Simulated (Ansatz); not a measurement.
Start from GaP in the zinc blende structure (space group F-43m, No. 216; a = 5.506 Å).

Perturbation: the cell is scaled by 0.9800 in all directions; the atoms relax in the strained cell.

Method: PBE, PAW, 420 eV (Ansatz, a first-principles code; no spin-orbit coupling).

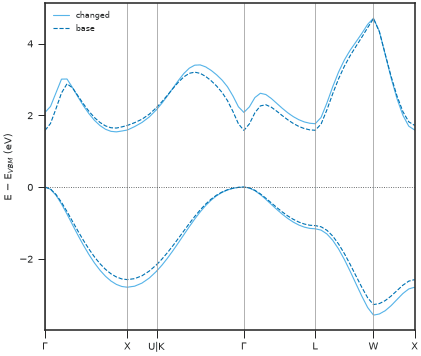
Fig. 1. Highest valence and lowest conduction band along the path, each from its own valence-band maximum

Read the changed gap and its character from the plot.

About 1.5 eV, indirect, Γ → Γ–X (87 % along).

No phonon test of stability was made. The real GaP has an indirect gap at ambient pressure; PBE orders its close-lying valleys differently.
